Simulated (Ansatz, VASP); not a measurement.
# Cross-check of CaO (Lime) between VASP and Ansatz

Aim: how closely do two programs agree when they are given the same cell, functional and k mesh? The cell is taken from a series of VASP runs on this material, whose earlier steps may have relaxed, scaled or displaced it; both programs get it as it stands. Other levels of theory on this material are compared in a session of their own. Valence electrons are named where the data sets of a main pair hold unlike numbers.

Method: plane waves, with VASP 6.6.1 beside it; band structure at r2SCAN and band structure at LDA, in Ansatz 0.2.0.

### 1. Starting point

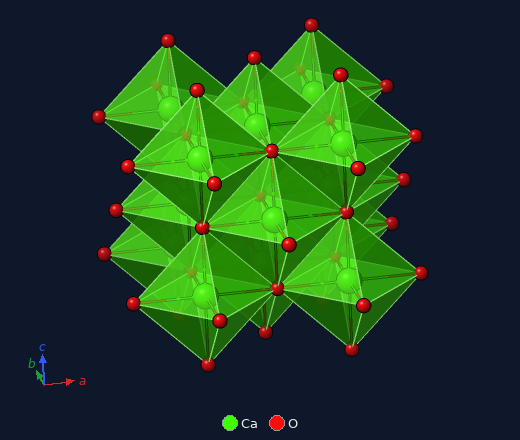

The cell as given, slightly off an axis (calcium green, oxygen red). This picture shows the conventional cell, with its axes. Some periodic images of atoms are drawn too.

### 2. VASP: band structure, r2SCAN

Levels along a path test the potential and the projectors away from the mesh points.

Lines of VASP's logs that name or quote its potential files are left out, and so is its time.

The input, INCAR:

```
SYSTEM = CaO
PREC = Accurate
ENCUT = 460
EDIFF = 1E-06
NELM = 100
ISMEAR = 0
SIGMA = 0.03
LREAL = .FALSE.
ALGO = Normal
METAGGA = R2SCAN
LASPH = .TRUE.
NBANDS = 20
LORBIT = 11
LWAVE = .FALSE.
LCHARG = .FALSE.
KPAR = 4
```

The input, POSCAR:

```
CaO
1.0
    0.0000000000      2.4065000000      2.4065000000
    2.4065000000      0.0000000000      2.4065000000
    2.4065000000      2.4065000000      0.0000000000
Ca O
1 1
Direct
    0.0000000000      0.0000000000      0.0000000000
    0.5000000000      0.5000000000      0.5000000000
```

The input, KPOINTS:

```
Automatic mesh
0
Gamma
8 8 8
0 0 0
```

The input, KPOINTS_OPT:

```
Line mode
10
Line-mode
Reciprocal
  0.00000000   0.00000000   0.00000000 GAMMA
  0.50000000   0.00000000   0.50000000 X

  0.50000000   0.00000000   0.50000000 X
  0.50000000   0.25000000   0.75000000 W

  0.50000000   0.25000000   0.75000000 W
  0.37500000   0.37500000   0.75000000 K

  0.37500000   0.37500000   0.75000000 K
  0.00000000   0.00000000   0.00000000 GAMMA

  0.00000000   0.00000000   0.00000000 GAMMA
  0.50000000   0.50000000   0.50000000 L

  0.50000000   0.50000000   0.50000000 L
  0.62500000   0.25000000   0.62500000 U

  0.62500000   0.25000000   0.62500000 U
  0.50000000   0.25000000   0.75000000 W

  0.50000000   0.25000000   0.75000000 W
  0.50000000   0.50000000   0.50000000 L

  0.50000000   0.50000000   0.50000000 L
  0.37500000   0.37500000   0.75000000 K

  0.62500000   0.25000000   0.62500000 U
  0.50000000   0.00000000   0.50000000 X
```

The projector-augmented-wave data sets are Ca_sv and O (PBE family, release 64).

Run with:

```sh
$ mpirun -np 4 vasp_std
```

Numbers of over 12 decimals in the logs are rounded to 6 here.

The log of the run:

```text
[banner, memory and clock lines left out]
running    4 mpi-ranks, on    1 nodes
 distrk:  each k-point on    1 cores,    4 groups
 distr:  one band on    1 cores,    1 groups

 POSCAR found type information on POSCAR CaO
 POSCAR found :  2 types and       2 ions
|                                                                             |
|               ----> ADVICE to this user running VASP <----                  |
|                                                                             |
|     You enforced a specific xc type in the INCAR file but a different       |
|     [... a line on the potential file left out ...]
|     I HOPE YOU KNOW WHAT YOU ARE DOING!                                     |
|                                                                             |

 LDA part: xc-table for (None), standard interpolation
 POSCAR, INCAR and KPOINTS ok, starting setup
 FFT: planning ... GRIDC
 FFT: planning ... GRID_SOFT
 FFT: planning ... GRID
 WAVECAR not read
 entering main loop
       N       E                     dE             d eps       ncg     rms          rms(c)
DAV:   1     0.113732087215E+03    0.11373E+03   -0.72985E+03  1160   0.767E+02
DAV:   2    -0.206140341771E+02   -0.13435E+03   -0.12516E+03  1272   0.242E+02
DAV:   3    -0.251803821306E+02   -0.45663E+01   -0.45183E+01  1572   0.449E+01
DAV:   4    -0.252731310750E+02   -0.92749E-01   -0.92697E-01  1396   0.586E+00
DAV:   5    -0.252751704985E+02   -0.20394E-02   -0.20394E-02  1484   0.784E-01    0.767E+00
DAV:   6    -0.193399794650E+02    0.59352E+01   -0.20876E+00  1540   0.172E+01    0.267E+00
DAV:   7    -0.194547796362E+02   -0.11480E+00   -0.30662E-01  1332   0.345E+00    0.186E+00
DAV:   8    -0.194738158776E+02   -0.19036E-01   -0.86111E-02  1224   0.277E+00    0.982E-01
DAV:   9    -0.194577196328E+02    0.16096E-01   -0.25026E-02  1312   0.160E+00    0.147E-01
DAV:  10    -0.194574725981E+02    0.24703E-03   -0.23808E-03  1328   0.384E-01    0.793E-02
DAV:  11    -0.194575532900E+02   -0.80692E-04   -0.27771E-04  1280   0.135E-01    0.307E-02
DAV:  12    -0.194575291243E+02    0.24166E-04   -0.32822E-05  1532   0.495E-02    0.611E-03
DAV:  13    -0.194575295894E+02   -0.46504E-06   -0.52200E-06  1484   0.162E-02
   1 F= -.19457530E+02 E0= -.19457530E+02  d E =-.509157E-23
 Start KPOINTS_OPT (optional k-point list driver)
k-point batch [1-29\100]
       N       E                     dE             ncg
DAV:   1    -0.193102309973E+04   -0.17995E+05     1160
DAV:   2    -0.564336070026E+04   -0.37123E+04     1312
DAV:   3    -0.576711915707E+04   -0.12376E+03     1496
DAV:   4    -0.576937946621E+04   -0.22603E+01     1360
DAV:   5    -0.576943310178E+04   -0.53636E-01     1496
DAV:   6    -0.576943471471E+04   -0.16129E-02     1360
DAV:   7    -0.576943475906E+04   -0.44354E-04     1464
DAV:   8    -0.576943476043E+04   -0.13694E-05      940
DAV:   9    -0.576943476052E+04   -0.89680E-07      844
[...]
k-point batch [88-100\100]
       N       E                     dE             ncg
DAV:   1     0.849370140523E+04   -0.91812E+04      520
DAV:   2     0.684062015431E+04   -0.16531E+04      588
DAV:   3     0.678691121590E+04   -0.53709E+02      692
DAV:   4     0.678617748116E+04   -0.73373E+00      580
DAV:   5     0.678616310410E+04   -0.14377E-01      704
DAV:   6     0.678616275026E+04   -0.35384E-03      576
DAV:   7     0.678616274150E+04   -0.87656E-05      684
DAV:   8     0.678616274130E+04   -0.19912E-06      392
```

OUTCAR, selected parts (step 2):

```text
ion  position               nearest neighbor table
   1  0.000  0.000  0.000-   2 2.41   2 2.41   2 2.41   2 2.41   2 2.41   2 2.41
   2  0.500  0.500  0.500-   1 2.41   1 2.41   1 2.41   1 2.41   1 2.41   1 2.41

  LATTYP: Found a face centered cubic cell.
 ALAT       =     4.8130000000

 Subroutine GETGRP returns: Found 48 space group operations
 (whereof 48 operations were pure point group operations)

The static configuration has the point symmetry O_h .

 Found     29 irreducible k-points:

   k-points           NKPTS =     29   k-points in BZ     NKDIM =     29   number of bands    NBANDS=     20

   dimension x,y,z NGX =    24 NGY =   24 NGZ =   24
   dimension x,y,z NGXF=    48 NGYF=   48 NGZF=   48

   ENCUT  =  460.0 eV  33.81 Ry    5.81 a.u.   5.95  5.95  5.95*2*pi/ulx,y,z

   NELECT =      16.0000    total number of electrons

 k-points in reciprocal lattice and weights: Automatic mesh
   0.00000000  0.00000000  0.00000000       0.002
   0.12500000  0.00000000  0.00000000       0.016
   0.25000000  0.00000000  0.00000000       0.016
   0.37500000  0.00000000  0.00000000       0.016
   0.50000000  0.00000000  0.00000000       0.008
   0.12500000  0.12500000  0.00000000       0.012
   0.25000000  0.12500000  0.00000000       0.047
   0.37500000  0.12500000  0.00000000       0.047
   0.50000000  0.12500000  0.00000000       0.047
[...]
-0.37500000  0.50000000  0.12500000       0.023
  -0.25000000  0.50000000  0.25000000       0.012

 average (electrostatic) potential at core
       1 -47.9182       2 -73.8551

 E-fermi :   2.1920

 k-point     1 :       0.0000    0.0000    0.0000
  band No.  band energies     occupation
    ...
      4     -16.9765      2.00000
      5     -14.4704      2.00000
      6       1.9921      2.00000
      7       1.9921      2.00000
      8       1.9921      2.00000
      9       7.3845      0.00000
     10       8.8341      0.00000
     11       8.8342      0.00000
     12       8.8342      0.00000
     13      10.4222      0.00000
    ...

 k-point     2 :       0.1250    0.0000    0.0000
  band No.  band energies     occupation
    ...
      4     -16.9839      2.00000
      5     -14.2269      2.00000
      6       1.4795      2.00000
      7       1.7863      2.00000
      8       1.7863      2.00000
      9       8.0637      0.00000
     10       8.7889      0.00000
     11       9.1036      0.00000
     12       9.1036      0.00000
     13      10.7925      0.00000
    ...

 k-point     3 :       0.2500    0.0000    0.0000
  band No.  band energies     occupation
    ...
      4     -17.0017      2.00000
      5     -13.7505      2.00000
      6       0.4957      2.00000
      7       1.3420      2.00000
      8       1.3420      2.00000
      9       8.8579      0.00000
     10       9.5384      0.00000
     11       9.8119      0.00000
     12       9.8120      0.00000
     13      11.6888      0.00000
    ...

  Total       -0.1427414     -0.1427414     -0.1427414      0.0000000      0.0000000      0.0000000
  in kB       -8.2048926     -8.2048926     -8.2048926      0.0000000      0.0000000      0.0000000
  external PRESSURE =      -8.2048926 kB  Pullay stress =       0.0000000 kB

  energy-cutoff  :      460.00
  volume of cell :       27.87
      direct lattice vectors                 reciprocal lattice vectors
     0.000000000  2.406500000  2.406500000    -0.207770621  0.207770621  0.207770621
     2.406500000  0.000000000  2.406500000     0.207770621 -0.207770621  0.207770621
     2.406500000  2.406500000  0.000000000     0.207770621  0.207770621 -0.207770621

 POSITION                                       TOTAL-FORCE (eV/Angst)
 -----------------------------------------------------------------------------------
      0.00000      0.00000      0.00000        -0.000000     -0.000000     -0.000000
      2.40650      2.40650      2.40650         0.000000      0.000000      0.000000
 -----------------------------------------------------------------------------------
    total drift:                                0.000000     -0.000000     -0.000000

  FREE ENERGIE OF THE ION-ELECTRON SYSTEM (eV)
  ---------------------------------------------------
  free  energy   TOTEN  =       -19.4575295894 eV

  energy  without entropy=      -19.4575295894  energy(sigma->0) =      -19.45752959

 total charge
# of ion       s       p       d       tot
------------------------------------------
    1        2.036   5.882   0.278   8.197
    2        1.561   3.480   0.000   5.041
--------------------------------------------------
tot          3.597   9.362   0.278  13.238

[... 3 further parts left out ...]
```

The run ends at a pressure of -0.82 GPa.

### 3. Ansatz: band structure, r2SCAN

Ansatz runs on its default PAW (the set named soft_2) files.

The same cell, functional, mesh and smearing now go to Ansatz, which takes its cutoff from its data sets.

The input, input.yaml:

```yaml
crystal:
  lattice:
    - [0.0, 2.4065, 2.4065]
    - [2.4065, 0.0, 2.4065]
    - [2.4065, 2.4065, 0.0]
  atoms:
    - { symbol: Ca, position: [0.0, 0.0, 0.0] }
    - { symbol: O, position: [0.5, 0.5, 0.5] }
hamiltonian:
  xc: r2scan
  pseudopotentials: { kind: paw }
kpoints:
  mp_grid: { grid: [8, 8, 8] }
  band_path:
    path:
      - [0.0, 0.0, 0.0]
      - [0.16667, 0.0, 0.16667]
      - [0.33333, 0.0, 0.33333]
      - [0.5, 0.0, 0.5]
      - [0.5, 0.08333, 0.58333]
      - [0.5, 0.19444, 0.69444]
      - [0.5, 0.25, 0.75]
      - [0.45833, 0.29167, 0.75]
      - [0.40278, 0.34722, 0.75]
      - [0.375, 0.375, 0.75]
      - [0.20833, 0.20833, 0.41667]
      - [0.08333, 0.08333, 0.16667]
      - [0.0, 0.0, 0.0]
      - [0.22222, 0.22222, 0.22222]
      - [0.38889, 0.38889, 0.38889]
      - [0.51389, 0.47222, 0.51389]
      - [0.55556, 0.38889, 0.55556]
      - [0.61111, 0.27778, 0.61111]
      - [0.61111, 0.25, 0.63889]
      - [0.56944, 0.25, 0.68056]
      - [0.51389, 0.25, 0.73611]
      - [0.5, 0.27778, 0.72222]
      - [0.5, 0.38889, 0.61111]
      - [0.5, 0.47222, 0.52778]
      - [0.48611, 0.48611, 0.52778]
      - [0.43056, 0.43056, 0.63889]
      - [0.38889, 0.38889, 0.72222]
      - [0.59722, 0.19444, 0.59722]
      - [0.55556, 0.11111, 0.55556]
      - [0.5, 0.0, 0.5]
    npoints: 1
scf:
  occupations: { method: gaussian, width: 0.03 }
  n_extra_bands: 7
output:
  forces: true
  stress: true
  eigenvalues: true
  write_density: true
  write_potential: true
  elf: true
  volumetric_format: npy
```

Run with:

```sh
$ ansatz run input.yaml --threads 2 --pin off --max-ram 4608MiB --backend cpu --events-out ev --progress --plain --runs-dir out
```

The log of the run:

```text
scf.n_extra_bands = 7 over 8 filled bands (N_el = 16.0): the run solves 15 bands
Engine: ansatz 0.2.0, aarch64-unknown-linux-gnu
Pseudopotentials: kind: paw
Pseudopotential: Ca, paw, valence charge 10, recommended cutoff 500 eV (meta_gga), Ca.paw.azcp
Pseudopotential: O, paw, valence charge 6, recommended cutoff 500 eV (meta_gga), O.paw.azcp
Functional definition: r2SCAN
  parameter k0 = 0.174
  parameter k1 = 0.065
  parameter a1 = 4.9479
  exchange = r2scan_x(k0 = k0, k1 = k1, a1 = a1)
  correlation = r2scan_c
Crystal: 2 atoms, lattice volume = 27.873 Å³
Basis set: ecut = 500 eV, 725 PW (Γ), exchange–correlation on 100×100×100 points (64 copies of the dense FFT grid, shifted against one another)
Bands: 15, of which v1, the nominal top of the filled ones, is band 8 counted from 1 (7 counted from 0)
Symmetry: 48 space group operations
Space group: Fm-3m (ITA 225), of the structure as read, at distance tolerance 3.0e-5 Å
k-points: 29 of 512
Non-local potential: Ca, projectors of the file, l = 0: 3, l = 1: 2, l = 2: 2
Non-local potential: O, projectors of the file, l = 0: 2, l = 1: 2, l = 2: 1
PAW form: soft (Blöchl's): semilocal exchange-correlation on the pseudo side does not see the compensation charge
PAW frozen core: Ca, regenerated for the run's functional (the file was generated under x = pbe(κ = 0.804, μ = 0.219515), c = pbe(β = 0.066725))
PAW frozen core: O, regenerated for the run's functional (the file was generated under x = pbe(κ = 0.804, μ = 0.219515), c = pbe(β = 0.066725))
PAW one-centre angular grid: Ca, 302 points (default); XC on 160 Gauss nodes
PAW one-centre angular grid: O, 302 points (default); XC on 160 Gauss nodes
Initial density: superposition of atomic densities (neutral atoms: chi_scale 0, normalization atom), corrected by the library's trained network
Initial wavefunctions: pseudopotential atomic-orbital guess
Functional: x = r2scan, c = r2scan; τ floored in thin density (d = 2e-4 eV/Å³)
SCF iter   1: F=—  HF=-2394.020328 eV  |F-HF|=—  |Δ(HF+E_count)|=         —  Δρ=1.07e-2  dr2=3.93e-2  dr2_τ=5.96e-2  ethr=1.77e-3  ⟨swp⟩=7.7  Hψ=2976  notcnv=0  defer=4
preconditioner: auto → none  [insulator: Δε(μ)=4.464 eV  Ē_g=21.218 eV  σ=0.030 eV  W_gap=1.00  n_scr=8 (ndim 8)  ℏωp=26.3 eV  f_vac=0.000  D(μ)=0.00/eV (n_scr^D=0)  ε∞_Penn≈2.5]
SCF iter   2: F=—  HF=-2394.096515 eV  |F-HF|=—  |Δ(HF+E_count)|=   7.62e-2  Δρ=9.69e-3  dr2=1.50e-2  dr2_τ=3.59e-3  ethr=2.45e-4  ⟨swp⟩=2.2  Hψ=958  notcnv=0  defer=35
SCF iter   3: F=—  HF=-2394.093123 eV  |F-HF|=—  |Δ(HF+E_count)|=   3.39e-3  Δρ=2.46e-3  dr2=9.13e-4  dr2_τ=8.64e-5  ethr=9.39e-5  ⟨swp⟩=2.0  Hψ=650  notcnv=0  defer=35
SCF iter   4: F=—  HF=-2394.093000 eV  |F-HF|=—  |Δ(HF+E_count)|=   1.24e-4  Δρ=5.79e-4  dr2=3.12e-5  dr2_τ=1.03e-5  ethr=5.71e-6  ⟨swp⟩=3.0  Hψ=743  notcnv=0  defer=35
SCF iter   5: F=—  HF=-2394.093002 eV  |F-HF|=—  |Δ(HF+E_count)|=   2.16e-6  Δρ=7.88e-5  dr2=4.30e-7  dr2_τ=1.30e-7  ethr=1.95e-7  ⟨swp⟩=2.0  Hψ=487  notcnv=0  defer=35
SCF iter   6: F=-2394.093002 eV  HF=-2394.093002 eV  |F-HF|=3.76e-10  |Δ(HF+E_count)|=   4.71e-7  Δρ=6.26e-6  dr2=7.39e-9  dr2_τ=1.09e-9  ethr=6.25e-10  ⟨swp⟩=11.8  Hψ=2949  notcnv=0
SCF 1 converged in 6 iterations: F = -2394.093002 eV  dr2 = 7.39e-9
  greatest PAW one-centre occupation: 0.995 electrons in one spin orbital (limit 2), on the Ca atom at site 0 (counted from 0), in its partial waves of l = 0
NSCF: frozen V_eff on 30 k-points
SCF converged after 6 iterations
Free energy (F): -2394.093002 eV
Harris-Foulkes:  -2394.093002 eV  (|F-HF|=3.76e-10)
Internal energy: -2394.093002 eV  (E = F + TS)
E sigma→0 (E₀):  -2394.093002 eV
Fermi energy:    9.407215 eV
--- Per-component energies (eV) ---
  E_band       = -115.183497
  E_kinetic    = 456.798036
  E_local      = -893.187279  (includes V_loc(G=0)·N_el)
  E_nonlocal   = 110.388770
  E_hartree    = 296.400542
  E_xc         = -212.272761
  E_vxc        = -302.691513  (∫ρ·V_xc dr)
  E_paw        = -1023.588715  (= ΣΔE_a)
  E_vpaw       = -97.946621  (= ΣTr[D̂ρ^β])
  E_aug_tail   = 0.000909  (compensation charges beyond the density's cutoff)
  E_vtau       = 18.652134  (kinetic-family band-sum trace: ∫τ·v_τ [+ j·A + Jᵃ·Aᵃ] dr)
  E_ewald      = -1128.379897
  E_core_change = -0.252606  (= ΣΔE_core)
  E_smearing   = -0.000000  (= −TS)
  E_closure    = -0.000000  (closes the sum)
  Σ components = -2394.093002   (vs F -2394.093002, Δ=0.00e0)
--- Forces (eV/Å), atoms counted from 1 ---
  atom   1  Ca    -0.00000000     0.00000000     0.00000000
  atom   2  O      0.00000000    -0.00000000    -0.00000000
  max |Σ_I F_I| component: 2.37e-29 eV/Å
--- Stress (GPa, compression-positive) ---
       -1.293173      -0.000000       0.000000
        0.000000      -1.293173      -0.000000
        0.000000       0.000000      -1.293173
  P = ⅓ Tr σ = -1.2932 GPa (-12.932 kbar)
--- Band table (eV; the first three rows and the last of 29) ---
  k-point 0: bands = [... 4 lower, -9.1535, 7.3066, 7.3066, 7.3066, 12.7064, 14.1480, 14.1480, 14.1480, ... 3 higher]
  k-point 1: bands = [... 4 lower, -8.9126, 6.7953, 7.1031, 7.1031, 13.3852, 14.1027, 14.4157, 14.4157, ... 3 higher]
  k-point 2: bands = [... 4 lower, -8.4413, 5.8141, 6.6628, 6.6628, 14.1712, 14.8592, 15.1196, 15.1196, ... 3 higher]
  k-point 28: bands = [... 4 lower, -8.5098, 6.0383, 6.2593, 6.2593, 14.2217, 14.2217, 16.3958, 17.5004, ... 3 higher]
```

Wall time 3.1 s (2 threads of Arm Neoverse N1, shared host); peak memory 0.33 GiB.

### 4. Side by side

Known differences besides the potentials themselves: VASP keeps PBE cores, Ansatz makes them for the functional; the cutoff is 500 eV in Ansatz and 460 eV in VASP; in our runs with r2SCAN, forces from VASP's data set Ca_sv part from Ansatz's all-electron ones, so neither program is the reference here. Total energies have different zeros and are not compared.

Both answers:

| quantity | Ansatz | VASP | difference |
| --- | --- | --- | --- |
| pressure (GPa) | -1.29 | -0.82 | -0.47 |
| pressure without Ansatz's Pulay correction (GPa) | -1.35 | -0.82 | -0.52 |
| gap over the path points (eV) | 4.201 | 4.189 | +0.012 |

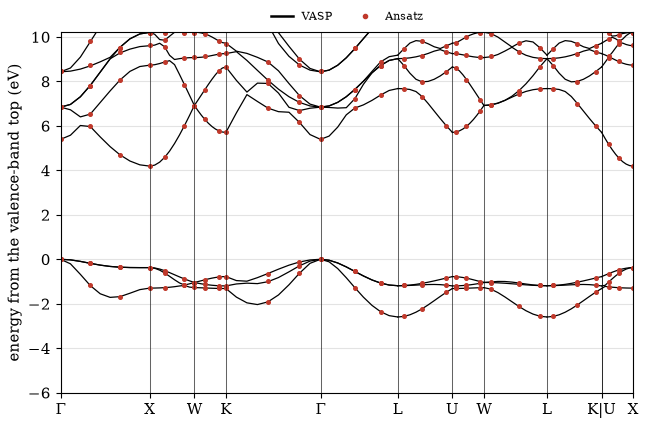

Bands from VASP (lines) and levels from Ansatz (dots). Dots without a line are higher empty bands that the VASP plot leaves out.

Levels at points of the path, from each program's valence-band top (eV; 3 filled, then empty):

| k (reciprocal lattice) | Ansatz | VASP |
| --- | --- | --- |
| 0.000 0.000 0.000 | 0.00 0.00 0.00 5.40 6.84 6.84 | 0.00 0.00 0.00 5.39 6.84 6.84 |
| 0.167 0.000 0.167 | -1.18 -0.18 -0.18 5.97 6.54 7.81 | -1.18 -0.18 -0.18 5.97 6.53 7.82 |
| 0.333 0.000 0.333 | -1.68 -0.36 -0.36 4.71 8.08 9.30 | -1.68 -0.36 -0.36 4.70 8.06 9.28 |
| 0.500 0.000 0.500 | -1.30 -0.38 -0.38 4.20 8.75 9.63 | -1.30 -0.38 -0.38 4.19 8.73 9.61 |
| 0.500 0.083 0.583 | -1.28 -0.62 -0.52 4.59 8.89 9.54 | -1.28 -0.62 -0.51 4.58 8.87 9.56 |
| 0.500 0.194 0.694 | -1.17 -1.16 -0.89 6.01 7.85 9.07 | -1.18 -1.16 -0.89 6.01 7.85 9.05 |
| 0.500 0.250 0.750 | -1.27 -1.05 -1.05 6.92 6.92 9.09 | -1.27 -1.04 -1.04 6.92 6.92 9.07 |
| 0.458 0.292 0.750 | -1.28 -1.13 -0.92 6.29 7.62 9.12 | -1.29 -1.13 -0.92 6.29 7.63 9.11 |
| 0.403 0.347 0.750 | -1.31 -1.20 -0.80 5.78 8.47 9.24 | -1.31 -1.19 -0.80 5.78 8.47 9.22 |
| 0.375 0.375 0.750 | -1.31 -1.20 -0.78 5.71 8.64 9.27 | -1.31 -1.20 -0.78 5.71 8.65 9.25 |

Among the levels compared at these points, filled levels agree within 10 meV and empty ones within 22 meV. Ansatz's pressure holds a Pulay correction of 0.05 GPa; VASP's holds none.

[end of part 1 of 2]

[Lines on the potential files, build, host, timing and source positions are cut from VASP's logs without a mark.]

[Logs are printed without paths, hosts, clocks, repeated set-up lines and the standing remarks that a program may print on its own settings, such as how far it seeks lower states.]

[Hosts, paths, dates, database ids (printed as entryN), source tags and the programs' standing remarks are cut or masked in the printed files.]
